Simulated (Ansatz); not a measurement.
**B3LYP/6-31G(d) (spherical functions) run of Si3H8 (trisilane)**

Aim: the electronic atomisation energy of Si3H8 (trisilane) at B3LYP/6-31G* (spherical functions), from 3 runs. 

Program for the calculation: Ansatz 0.2.0.

34 further runs of the same task are left out: 34 set aside as unsound or not needed.

## 1. The molecule

Si3H8: 11 atoms, total charge 0, spin state singlet. SMILES: `[SiH3][SiH2][SiH3]`. The shape is that of a PBE0-D4/def2-TZVP optimisation.

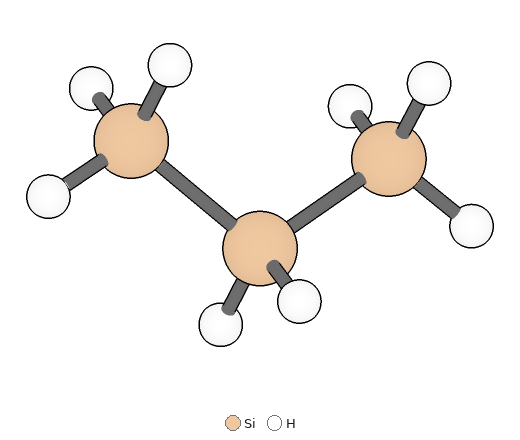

Viewed from a chosen angle; silicon light orange, hydrogen white.

## 2. The energy at B3LYP/6-31G(d) (spherical functions)

Input file in.yaml:

```yaml
crystal:
  periodic: [false, false, false]
  atoms:
    - {symbol: Si, position_ang: [-1.292570, 1.366730, -0.525270]}
    - {symbol: Si, position_ang: [-0.462570, -0.807300, -0.296320]}
    - {symbol: Si, position_ang: [1.631930, -0.774400, 0.742750]}
    - {symbol: H, position_ang: [-2.625850, 1.367720, -1.185120]}
    - {symbol: H, position_ang: [-0.354030, 2.180440, -1.344070]}
    - {symbol: H, position_ang: [-1.422540, 2.000090, 0.814640]}
    - {symbol: H, position_ang: [-0.343400, -1.440160, -1.640160]}
    - {symbol: H, position_ang: [-1.410380, -1.620800, 0.516390]}
    - {symbol: H, position_ang: [1.515950, -0.154940, 2.090430]}
    - {symbol: H, position_ang: [2.583820, 0.031780, -0.068050]}
    - {symbol: H, position_ang: [2.179610, -2.149160, 0.894770]}
basis:
  gaussian:
    orbitals: 6-31G_st_-spherical.json
hamiltonian:
  xc: {name: B3LYP}
accuracy: high
output: {orbitals: {seedname: orbitals}}
```

The basis set 6-31G* is read from a file made from the Basis Set Exchange's data (not shown).

Command:

```console
$ ansatz run in.yaml --threads 1 --pin off --max-ram 3480MiB --events-out events.jsonl --progress --plain --runs-dir runs
```

Log:

```text
Warning: RAYON_NUM_THREADS=1 ignored (pool sized by the plan → 1); use --threads N
Functional definition: B3LYP
  name "B3LYP"
  parameter a0 = 0.2
  parameter ax = 0.72
  parameter ac = 0.81
  exchange = (1 - a0 - ax)*slater_x + ax*b88_x + a0*exact_x
  correlation = (1 - ac)*vwn_rpa_c + ac*lyp_c
1621 factors; integrals over basis functions are off by at most 3.4e-9 eV
mean field evaluation 1: about -23762.3313 eV, gradient 1.1e1 eV
mean field evaluation 2: about -23762.8185 eV, gradient 4.7e0 eV
mean field evaluation 4: about -23762.9111 eV, gradient 2.4e-1 eV
mean field evaluation 8: about -23763.0887 eV, gradient 1.2e-2 eV
mean field evaluation 16: about -23763.0887 eV, gradient 2.1e-6 eV
mean field -23763.08868074 eV, -873.2774018173 hartree, gradient 1.7e-8 eV, S^2 0.000000; 0 other end points of the search recorded, 0 dependent functions left out
reference -23763.08873189 eV, -873.2774036969 hartree; 25, 25 occupied and 45, 45 virtual orbitals, 1621 factors
Total energy: -23763.08873189 eV, -873.2774036969 hartree
```

Wall time 3.3 s (1 thread of AMD EPYC 9R45 (Zen 5), shared host); peak memory 0.25 GiB.

## 3. The H atom

Input file in.yaml:

```yaml
crystal:
  periodic: [false, false, false]
  atoms:
    - {symbol: H, position_ang: [0.000000, 0.000000, 0.000000]}
basis:
  gaussian: {orbitals: "6-31G*"}
magnetization: {spin_polarized: true, initial_magnetization: 1}
hamiltonian: {xc: {name: B3LYP}}
accuracy: high
```

Run the same way, it converges to -0.50027 Eh (log not shown).

## 4. The Si atom

Input file job.yaml:

```yaml
basis:
  gaussian: {orbitals: 6-31G_st_-spherical.json}
crystal:
  periodic: [false, false, false]
  atoms:
    - {symbol: Si, position_ang: [0.000000, 0.000000, 0.000000]}
hamiltonian: {xc: {name: B3LYP}}
accuracy: high
magnetization: {spin_polarized: true, initial_magnetization: 2}
```

The basis set 6-31G* is read from a file made from the Basis Set Exchange's data (not shown).

Run the same way, it converges to -289.36979 Eh (log not shown).

## 5. Results

Level: B3LYP/6-31G* (spherical functions).

| quantity | value |
| --- | --- |
| molecule: total energy | -873.27740 Eh |
| molecule: HOMO energy | -7.74 eV |
| molecule: LUMO energy | 0.02 eV |
| molecule: HOMO–LUMO gap | 7.76 eV |
| H atom: total energy | -0.50027 Eh |
| H atom: ⟨S²⟩ | 0.750 |
| Si atom: total energy | -289.36979 Eh |
| Si atom: ⟨S²⟩ | 2.002 |
| electronic atomisation energy | 31.724 eV |

Taking the molecule apart into free atoms costs 31.72 eV (3061 kJ/mol), before zero-point energy and without spin-orbit coupling.
